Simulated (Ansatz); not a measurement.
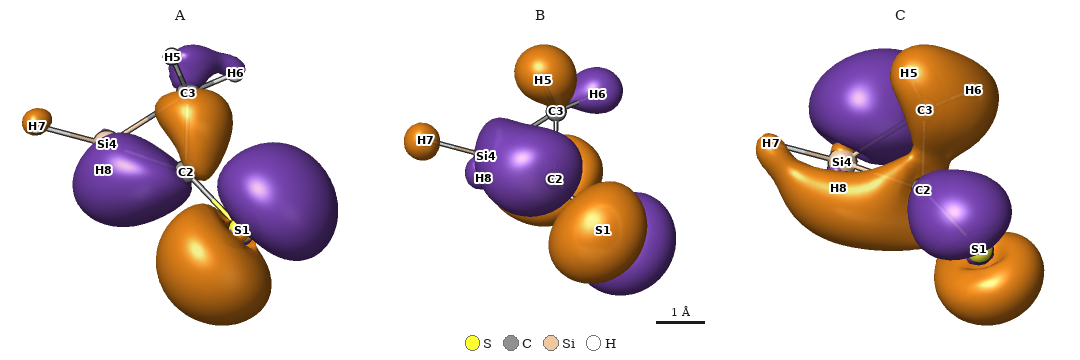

Figure 1: C₂H₄SSi (SMILES S=C1C[SiH2]1). Three frontier orbitals at ±0.1 Å⁻³ᐟ² (orange and purple are the two phases), in no order.

Geometry: PBE0-D4/def2-TZVP.

These are results of RKS PBE0-D4/def2-TZVPP (Ansatz 0.2.0), not measurements.

```xyz
8

S    -1.8083    1.2104    1.3869
C    -0.7526    0.4978    0.4230
C     0.7216    0.5436    0.1979
Si   -0.1404   -0.9346   -0.5705
H     1.0246    1.2541   -0.5756
H     1.3721    0.5851    1.0690
H    -0.2168   -0.9428   -2.0471
H    -0.1081   -2.2708    0.0606
```

### Order the three orbitals by energy and name them.

C is the HOMO−1 (−8.02 eV). By Hirshfeld shares it lies mainly on C3 (about 30 %), Si4 (about 25 %), S1 (about 20 %) and C2 (about 15 %). A is the HOMO (−5.98 eV). It lies mainly on S1 (about 70 %), C2 (about 10 %), Si4 (about 10 %) and C3 (about 5 %); largely a lone pair of S1. B is the LUMO (−2.55 eV). By Hirshfeld shares it lies mainly on S1 (about 40 %), C2 (about 30 %), Si4 (about 10 %) and C3 (about 5 %); π-antibonding (π*) across S1–C2.

### What is the HOMO–LUMO gap?

3.43 eV between the orbital energies.
